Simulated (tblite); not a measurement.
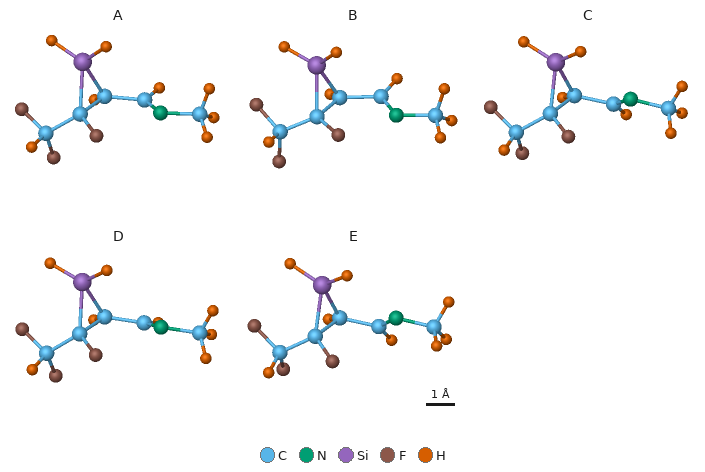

5 geometries from one relaxation of C5H8F3NSi, in shuffled order. The picture is a ball-and-stick view, seen face on.

All numbers below come from GFN2-xTB geometry optimisation, gas phase in tblite 0.8.0. 

Question: Put them in the order of the run, from the start to the converged end.

Answer: B, A, D, C, E. They are steps 0, 17, 34, 64, 116, at +0.876 eV, +0.200 eV, +0.072 eV, +0.020 eV relative to the last. The largest move after the best rigid fit is that of an H atom, 1.51 Å. By element the largest moves are H 1.51 Å, F 0.70 Å, N 0.67 Å, C 0.35 Å, Si 0.30 Å. Some distances before and after: C–C 1.518 → 1.465 Å, C–C 1.504 → 1.547 Å, C–H 1.128 → 1.091 Å, C–C 1.477 → 1.504 Å. Among the angles between lasting bonds that change: Si–C–H 112.5° → 123.3°, Si–C–C 112.4° → 123.0°, C–C–H 121.7° → 113.4°. Groups turn about C–C by about 65°, C–N by about 55°. Over 116 geometry steps the energy falls by 0.876 eV.
